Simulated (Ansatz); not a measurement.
## Run report: Si₂PH₆F, geometry relaxation (part 1 of 2)

The run: geometry relaxation of Si₂PH₆F. Method and program: RKS r2SCAN-D4/6-31G (Ansatz 0.2.0).

It belongs to a series of runs on one base structure; here: end point B relaxed.

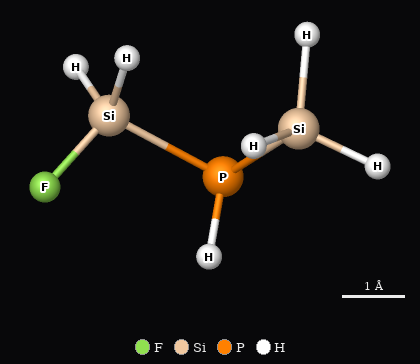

*The starting structure (ball-and-stick view, seen at a tilt).*

### Input
```yaml
crystal:
  periodic: [false, false, false]
  atoms:
    - { symbol: F, position_ang: [-1.6179, 0.0651, 1.7186] }
    - { symbol: Si, position_ang: [-1.0109, 1.0922, 0.6299] }
    - { symbol: P, position_ang: [1.1037, 0.6358, 0.4295] }
    - { symbol: Si, position_ang: [1.83958, 2.49936, 1.27609] }
    - { symbol: H, position_ang: [-1.686, 0.9321, -0.6951] }
    - { symbol: H, position_ang: [-1.1561, 2.5123, 1.0904] }
    - { symbol: H, position_ang: [1.29639, -0.19109, 1.55419] }
    - { symbol: H, position_ang: [1.1475, 2.70298, 2.60049] }
    - { symbol: H, position_ang: [1.45741, 3.64699, 0.32796] }
    - { symbol: H, position_ang: [3.23967, 2.47176, 1.47979] }
basis:
  gaussian: { orbitals: "6-31G" }
hamiltonian:
  xc: r2scan
  dispersion: d4
relax:
  f_tol: 0.015
  max_steps: 40
output:
  orbitals: {}
```

Command:
```bash
ansatz run input.yaml --threads 1 --pin off --max-ram 2048MiB --backend cpu --events-out ev --progress --plain --runs-dir out
```

### What the program printed
```
The last accepted step is kept in [file] (removed where the run ends without a failure and the disk answers)
Engine: ansatz 0.2.0, x86_64-unknown-linux-gnu
Functional definition: r2SCAN
  parameter k0 = 0.174
  parameter k1 = 0.065
  parameter a1 = 4.9479
  exchange = r2scan_x(k0 = k0, k1 = k1, a1 = a1)
  correlation = r2scan_c
738 factors; integrals over basis functions are off by at most 2.2e-4 eV
mean field evaluation 1: about -27849.6212 eV, gradient 3.1e1 eV
mean field evaluation 2: about -27846.4426 eV, gradient 5.5e1 eV
mean field evaluation 4: about -27851.3443 eV, gradient 2.0e0 eV
mean field evaluation 8: about -27851.3542 eV, gradient 8.6e-2 eV
mean field -27851.35423030 eV, -1023.5183896375 hartree, gradient 8.0e-5 eV, S^2 0.000000; 0 other end points of the search recorded, 0 dependent functions left out
the calculation of the forces begins
reference -27851.35424203 eV, -1023.5183900685 hartree; 29, 29 occupied and 31, 31 virtual orbitals, 738 factors
relax step   1: F+E_penalty+E_count = -27851.41421073 eV  Δ(F+E_penalty+E_count) = +0.000e0 eV  max|allowed force component| = 2.145e0 eV/Å  Δτ_max = 0.0000 Å  (23 SCF iters, accepted)
these checks for a lower state are left out or cut short: starts, cluster_reference, orbital_swaps, neighbouring_geometries, increment
738 factors; integrals over basis functions are off by at most 2.3e-4 eV
mean field evaluation 16: about -27851.8942 eV, gradient 1.1e-1 eV
mean field -27851.88857342 eV, -1023.5380263850 hartree, gradient 1.3e-5 eV, S^2 0.000000; 0 other end points of the search recorded, 0 dependent functions left out
[... from here on the field's lines of each further geometry are left out, up to the last ...]
relax step   2: F+E_penalty+E_count = -27851.94719987 eV  Δ(F+E_penalty+E_count) = -5.330e-1 eV  max|allowed force component| = 1.317e0 eV/Å  Δτ_max = 0.1949 Å  (27 SCF iters, accepted)
relax step   3: F+E_penalty+E_count = -27852.02998558 eV  Δ(F+E_penalty+E_count) = -8.279e-2 eV  max|allowed force component| = 2.112e-1 eV/Å  Δτ_max = 0.0632 Å  (27 SCF iters, accepted)
relax step   4: F+E_penalty+E_count = -27852.03676767 eV  Δ(F+E_penalty+E_count) = -6.782e-3 eV  max|allowed force component| = 1.058e-1 eV/Å  Δτ_max = 0.0648 Å  (27 SCF iters, accepted)
relax step   5: F+E_penalty+E_count = -27852.04131136 eV  Δ(F+E_penalty+E_count) = -4.544e-3 eV  max|allowed force component| = 3.562e-2 eV/Å  Δτ_max = 0.0384 Å  (27 SCF iters, accepted)
relax step   6: F+E_penalty+E_count = -27852.04601620 eV  Δ(F+E_penalty+E_count) = -4.705e-3 eV  max|allowed force component| = 2.540e-2 eV/Å  Δτ_max = 0.0835 Å  (27 SCF iters, accepted)
relax step   7: F+E_penalty+E_count = -27852.05308692 eV  Δ(F+E_penalty+E_count) = -7.071e-3 eV  max|allowed force component| = 1.886e-1 eV/Å  Δτ_max = 0.1952 Å  (27 SCF iters, accepted)
relax step   8: F+E_penalty+E_count = -27852.05819692 eV  Δ(F+E_penalty+E_count) = -5.110e-3 eV  max|allowed force component| = 2.185e-1 eV/Å  Δτ_max = 0.0704 Å  (27 SCF iters, accepted)
relax step   9: F+E_penalty+E_count = -27852.07029105 eV  Δ(F+E_penalty+E_count) = -1.209e-2 eV  max|allowed force component| = 3.702e-1 eV/Å  Δτ_max = 0.1912 Å  (27 SCF iters, accepted)
relax step  10: F+E_penalty+E_count = -27852.08129159 eV  Δ(F+E_penalty+E_count) = -1.100e-2 eV  max|allowed force component| = 4.091e-1 eV/Å  Δτ_max = 0.1176 Å  (26 SCF iters, accepted)
relax step  11: F+E_penalty+E_count = -27852.07935123 eV  Δ(F+E_penalty+E_count) = +1.940e-3 eV  max|allowed force component| = 5.842e-1 eV/Å  Δτ_max = 0.1941 Å  (26 SCF iters, rejected (line search))
relax step  12: F+E_penalty+E_count = -27852.10563351 eV  Δ(F+E_penalty+E_count) = -2.434e-2 eV  max|allowed force component| = 1.899e-1 eV/Å  Δτ_max = 0.0969 Å  (26 SCF iters, accepted)
relax step  13: F+E_penalty+E_count = -27852.11957328 eV  Δ(F+E_penalty+E_count) = -1.394e-2 eV  max|allowed force component| = 9.837e-2 eV/Å  Δτ_max = 0.1000 Å  (26 SCF iters, accepted)
relax step  14: F+E_penalty+E_count = -27852.13357773 eV  Δ(F+E_penalty+E_count) = -1.400e-2 eV  max|allowed force component| = 5.287e-2 eV/Å  Δτ_max = 0.1500 Å  (26 SCF iters, accepted)
relax step  15: F+E_penalty+E_count = -27852.14006428 eV  Δ(F+E_penalty+E_count) = -6.487e-3 eV  max|allowed force component| = 3.130e-1 eV/Å  Δτ_max = 0.1912 Å  (26 SCF iters, accepted)
relax step  16: F+E_penalty+E_count = -27852.14292518 eV  Δ(F+E_penalty+E_count) = -2.861e-3 eV  max|allowed force component| = 2.361e-1 eV/Å  Δτ_max = 0.0756 Å  (27 SCF iters, accepted)
relax step  17: F+E_penalty+E_count = -27852.15141283 eV  Δ(F+E_penalty+E_count) = -8.488e-3 eV  max|allowed force component| = 9.351e-2 eV/Å  Δτ_max = 0.1056 Å  (27 SCF iters, accepted)
relax step  18: F+E_penalty+E_count = -27852.15685844 eV  Δ(F+E_penalty+E_count) = -5.446e-3 eV  max|allowed force component| = 1.217e-1 eV/Å  Δτ_max = 0.1218 Å  (27 SCF iters, accepted)
relax step  19: F+E_penalty+E_count = -27852.15831497 eV  Δ(F+E_penalty+E_count) = -1.457e-3 eV  max|allowed force component| = 3.139e-1 eV/Å  Δτ_max = 0.1813 Å  (25 SCF iters, accepted)
relax step  20: F+E_penalty+E_count = -27852.16471698 eV  Δ(F+E_penalty+E_count) = -6.402e-3 eV  max|allowed force component| = 1.500e-1 eV/Å  Δτ_max = 0.0351 Å  (26 SCF iters, accepted)
relax step  21: F+E_penalty+E_count = -27852.17108873 eV  Δ(F+E_penalty+E_count) = -6.372e-3 eV  max|allowed force component| = 7.779e-2 eV/Å  Δτ_max = 0.1274 Å  (27 SCF iters, accepted)
relax step  22: F+E_penalty+E_count = -27852.17232287 eV  Δ(F+E_penalty+E_count) = -1.234e-3 eV  max|allowed force component| = 7.215e-2 eV/Å  Δτ_max = 0.0986 Å  (27 SCF iters, accepted)
relax step  23: F+E_penalty+E_count = -27852.17298074 eV  Δ(F+E_penalty+E_count) = -6.579e-4 eV  max|allowed force component| = 4.566e-2 eV/Å  Δτ_max = 0.0162 Å  (27 SCF iters, accepted)
the calculation of the forces begins
reference -27852.11436732 eV, -1023.5463241579 hartree; 29, 29 occupied and 31, 31 virtual orbitals, 738 factors
relax step  24: F+E_penalty+E_count = -27852.17336504 eV  Δ(F+E_penalty+E_count) = -3.843e-4 eV  max|allowed force component| = 5.884e-3 eV/Å  Δτ_max = 0.0154 Å  (22 SCF iters, accepted)
```

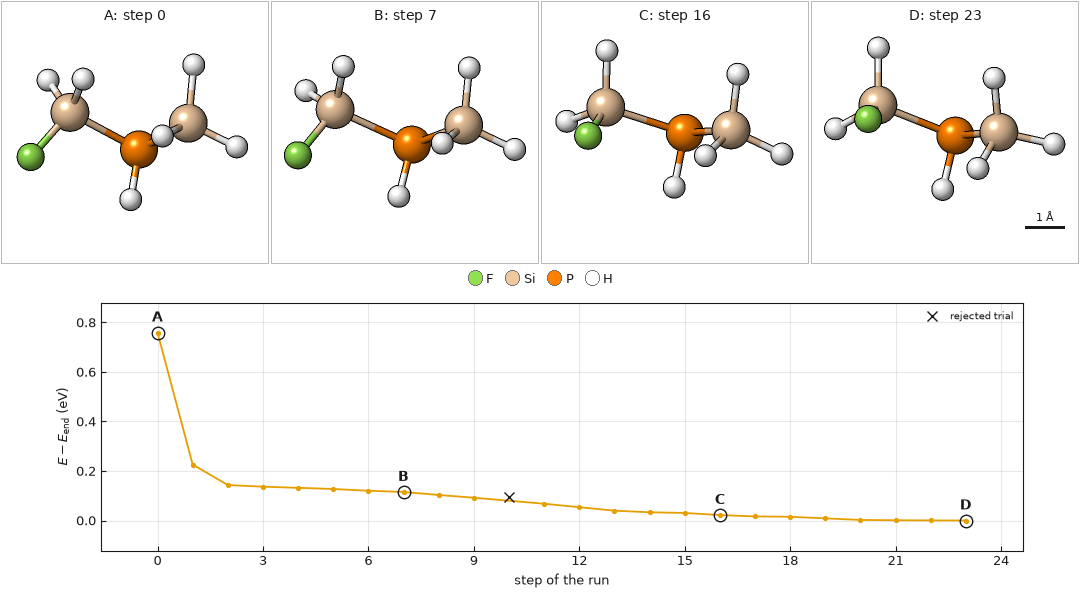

*Frames of the relaxation (ball-and-stick view, seen at a tilt) above the curves, on which the letters mark them (the first geometry is step 0 here and step 1 in the log).*

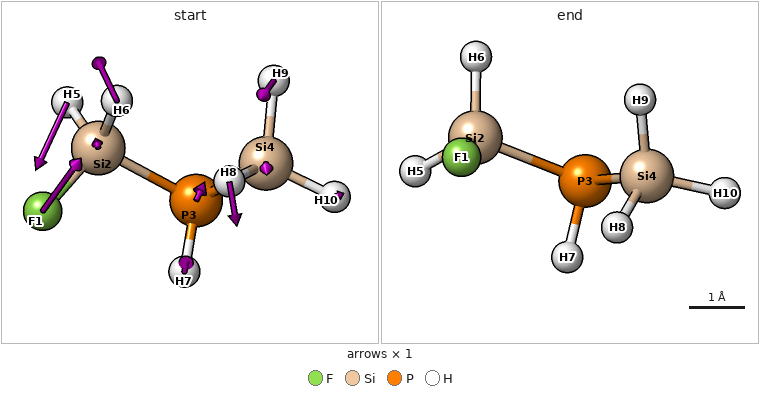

*Before (left) and after (right) the relaxation, at one scale (ball-and-stick view, seen at a tilt). The pink arrows give the displacements, at true length.*

Over 23 geometry steps the energy falls by 0.759 eV. Largest force component: 2.1 eV/Å at the start, 0.0059 eV/Å at the end. The line search rejected the trial step at point 10 (counted from 0) and went back. H6 moves most after the best rigid fit: 1.70 Å. Largest moves by element: H 1.70 Å, F 1.64 Å, P 0.43 Å, Si 0.35 Å. Distances before and after: P3–Si4 2.175 → 2.336 Å, Si2–P3 2.173 → 2.303 Å, F1–Si2 1.615 → 1.716 Å, Si4–H10 1.415 → 1.500 Å. Among the angles that change: P3–Si4–H8 107.6° → 112.7°, P3–Si4–H10 112.0° → 107.7°, F1–Si2–P3 107.1° → 111.3°. (Atoms are counted from 1 in the order of the input.)

```
738 factors; integrals over basis functions are off by at most 2.4e-4 eV
mean field -27852.11435545 eV, -1023.5463237217 hartree, gradient 1.6e-5 eV, S^2 0.000000; 1 other end points of the search recorded, 0 dependent functions left out
the calculation of the forces begins
reference -27852.11436732 eV, -1023.5463241579 hartree; 29, 29 occupied and 31, 31 virtual orbitals, 738 factors
Total energy: -27852.17337691 eV, -1023.5484927202 hartree
Atom 0 at    -1.419319     1.595444     2.055860 Å, force    -0.002316     0.003717     0.000350 eV/Å
Atom 1 at    -1.120319     1.160024     0.423472 Å, force     0.001971    -0.001624     0.001528 eV/Å
Atom 2 at     1.135617     0.940575     0.016182 Å, force     0.002581     0.005884    -0.000888 eV/Å
Atom 3 at     1.908158     2.450340     1.622749 Å, force     0.000345     0.001994    -0.000032 eV/Å
Atom 4 at    -1.818932    -0.139567     0.152841 Å, force     0.000617     0.000338    -0.000743 eV/Å
Atom 5 at    -1.647017     2.273712    -0.429472 Å, force    -0.000604    -0.002492     0.001176 eV/Å
Atom 6 at     1.348692    -0.274502     0.774532 Å, force    -0.001021    -0.002409     0.000527 eV/Å
Atom 7 at     1.630388     1.996243     3.023819 Å, force    -0.000520    -0.001868    -0.000944 eV/Å
Atom 8 at     1.211175     3.749998     1.350937 Å, force    -0.000009    -0.002137    -0.000533 eV/Å
Atom 9 at     3.384907     2.615232     1.420900 Å, force    -0.001043    -0.001404    -0.000441 eV/Å
Dipole moment:     0.045712    -0.082364    -0.087009 e Å
```

### Trajectory as extended XYZ (Å, eV, eV/Å), 22 of the 24 frames kept, from step=1 to step=24
```
10
Properties=species:S:1:pos:R:3:forces:R:3 step=1 energy=-27851.41421
F    -1.6179    0.0651    1.7186   -1.5007  -1.9191   2.0710
Si   -1.0109    1.0922    0.6299   -0.4076   2.1448  -1.9653
P     1.1037    0.6358    0.4295    1.4010  -1.5949  -1.7861
Si    1.8396    2.4994    1.2761   -0.9938   2.0386   0.4297
H    -1.6860    0.9321   -0.6951   -0.1947  -0.1042   0.0410
H    -1.1561    2.5123    1.0904   -0.2438   0.0564   0.0859
H     1.2964   -0.1911    1.5542   -0.0321  -0.4425   0.5422
H     1.1475    2.7030    2.6005    0.0931   0.2626   0.0092
H     1.4574    3.6470    0.3280    0.1377  -0.4484   0.3782
H     3.2397    2.4718    1.4798    1.7409   0.0067   0.1943
10
Properties=species:S:1:pos:R:3:forces:R:3 step=2 energy=-27851.94720
F    -1.7839    0.0247    1.7064   -0.6291  -1.0066   1.0293
Si   -1.0713    1.0383    0.6074    0.1266   1.3175  -1.0396
P     1.1613    0.6159    0.3744    0.2913  -0.3412  -0.4791
Si    1.9283    2.5489    1.3252   -0.5978   0.6489   0.2199
H    -1.7781    0.8788   -0.7028   -0.0004  -0.1593  -0.0433
H    -1.2871    2.4585    1.0633   -0.0014  -0.0279   0.0597
H     1.2777   -0.2380    1.5180    0.0382  -0.2089   0.2494
H     1.2612    2.8544    2.6469    0.0918  -0.0601  -0.0536
H     1.5198    3.6523    0.3812    0.0950  -0.0995   0.0323
H     3.3854    2.5338    1.4918    0.5858  -0.0627   0.0250
10
Properties=species:S:1:pos:R:3:forces:R:3 step=3 energy=-27852.02999
F    -1.7665   -0.0007    1.7201   -0.1926  -0.1599   0.2112
Si   -1.1067    1.0741    0.5823    0.1957   0.0564  -0.2014
P     1.1679    0.6083    0.3611   -0.0026   0.1129  -0.0583
Si    1.9268    2.5822    1.3485    0.0817  -0.0709   0.0140
H    -1.7980    0.8248   -0.7288   -0.0025   0.0268   0.0678
H    -1.3431    2.4833    1.0657   -0.0260  -0.0632  -0.0456
H     1.2767   -0.2598    1.5173   -0.0734   0.0454   0.0191
H     1.2860    2.8757    2.6805    0.0381  -0.0155  -0.0394
H     1.5512    3.6651    0.3817    0.0041   0.0440   0.0045
H     3.4192    2.5146    1.4834   -0.0225   0.0240   0.0281
10
Properties=species:S:1:pos:R:3:forces:R:3 step=4 energy=-27852.03677
F    -1.8288   -0.0182    1.7227    0.1058   0.0393  -0.0451
Si   -1.1167    1.0427    0.5819   -0.0360   0.0466  -0.0347
P     1.1697    0.6325    0.3467   -0.0705  -0.0368   0.0918
Si    1.9571    2.5938    1.3473    0.0085  -0.0257  -0.0179
H    -1.8083    0.7970   -0.7275    0.0116  -0.0131   0.0302
H    -1.3608    2.4506    1.0555   -0.0357  -0.0064  -0.0141
H     1.2394   -0.2201    1.5197    0.0597  -0.0054  -0.0204
H     1.3249    2.8673    2.6841    0.0095   0.0053  -0.0006
H     1.5855    3.6926    0.3951    0.0090   0.0278   0.0210
H     3.4513    2.5294    1.4863   -0.0618  -0.0316  -0.0102
10
Properties=species:S:1:pos:R:3:forces:R:3 step=5 energy=-27852.04131
F    -1.7916   -0.0138    1.7312    0.0226   0.0301  -0.0343
Si   -1.1181    1.0526    0.5739    0.0080  -0.0202   0.0356
P     1.1644    0.6303    0.3499   -0.0229   0.0184   0.0126
Si    1.9519    2.5896    1.3475    0.0032  -0.0024  -0.0118
H    -1.8176    0.7938   -0.7274    0.0074  -0.0222   0.0119
H    -1.3770    2.4597    1.0406   -0.0150   0.0026  -0.0152
H     1.2478   -0.2229    1.5204    0.0007   0.0056  -0.0134
H     1.3228    2.8662    2.6849    0.0013   0.0006   0.0070
H     1.5881    3.6976    0.4022    0.0084   0.0082   0.0131
H     3.4428    2.5144    1.4887   -0.0137  -0.0208  -0.0055
10
Properties=species:S:1:pos:R:3:forces:R:3 step=6 energy=-27852.04602
F    -1.7713    0.0258    1.7661   -0.0115  -0.0051   0.0254
Si   -1.1254    1.0532    0.5622   -0.0081  -0.0051  -0.0062
P     1.1559    0.6545    0.3380   -0.0023   0.0221   0.0038
Si    1.9565    2.5917    1.3624    0.0117   0.0079  -0.0019
H    -1.8268    0.7197   -0.7202    0.0027  -0.0126   0.0004
H    -1.4104    2.4740    0.9655    0.0018   0.0123  -0.0160
H     1.2397   -0.2147    1.4960    0.0076  -0.0087  -0.0183
H     1.3565    2.8430    2.7182   -0.0010  -0.0030  -0.0007
H     1.5906    3.7265    0.4504    0.0035  -0.0024   0.0074
H     3.4482    2.4940    1.4733   -0.0044  -0.0054   0.0061
10
Properties=species:S:1:pos:R:3:forces:R:3 step=8 energy=-27852.05820
F    -1.7298    0.1926    1.8959    0.0351   0.1208  -0.1199
Si   -1.1437    1.0538    0.5305   -0.2185   0.0028  -0.0112
P     1.1388    0.7200    0.2934    0.0005   0.0333  -0.0181
Si    1.9683    2.5925    1.4071   -0.0278   0.0453   0.0944
H    -1.8606    0.4941   -0.6784    0.1099   0.0718   0.1946
H    -1.4731    2.5227    0.7124    0.0594  -0.1985  -0.0392
H     1.2423   -0.2194    1.3931    0.0210  -0.0112  -0.0433
H     1.4344    2.7408    2.8106    0.0274  -0.0019  -0.0849
H     1.5734    3.8002    0.6010    0.0192  -0.0776   0.0220
H     3.4633    2.4702    1.4461   -0.0260   0.0153   0.0056
```
